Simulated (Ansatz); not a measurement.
Si$_{3}$Mo

```
Si Mo
1.0
     4.19001    0.00000    0.00000
     0.00000    4.19001    0.00000
     0.00000    0.00000    3.18400
Si Mo
3 1
Direct
  0.50000 0.50000 0.00000
  0.50000 0.00000 0.50000
  0.00000 0.50000 0.50000
  0.00000 0.00000 0.00000
```

Space group P4/mmm; a structure generated by program, which may or may not match a known phase; computed without spin polarisation.

All numbers below come from Ansatz 0.2.0, DFT PBE, scalar-relativistic, plane waves, PAW.

**Predict the valence pseudo-density and electron localisation function between the atoms.**

Si–Mo (2.63 Å): the density is about 0.38 e/Å³ at the midpoint; the ELF peaks at about 0.75 in the valence shell of Si, 0.9 Å from its nucleus, and is about 0.40 at the midpoint.
Si–Mo (2.96 Å): ρ at the midpoint is about 0.26 e/Å³; the ELF peaks at about 0.65 in the valence shell of Si, 0.9 Å from its nucleus, and is about 0.35 at the midpoint.
Bader's partition of the density gives Si −0.21 to −0.02 and Mo +0.25 e.

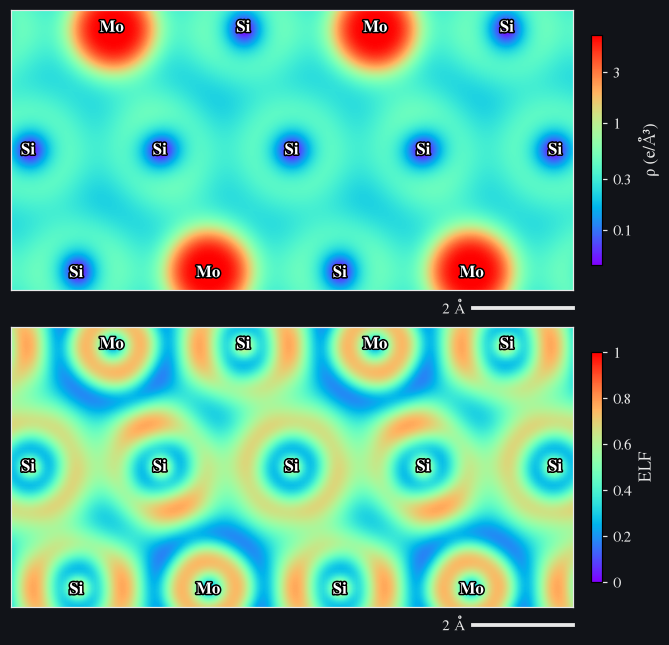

Computed valence pseudo-density and electron localisation function on the (111) plane of the conventional cell, in this order. 

Core electrons are frozen (PAW), and the valence fields are smoothed inside the atomic spheres.
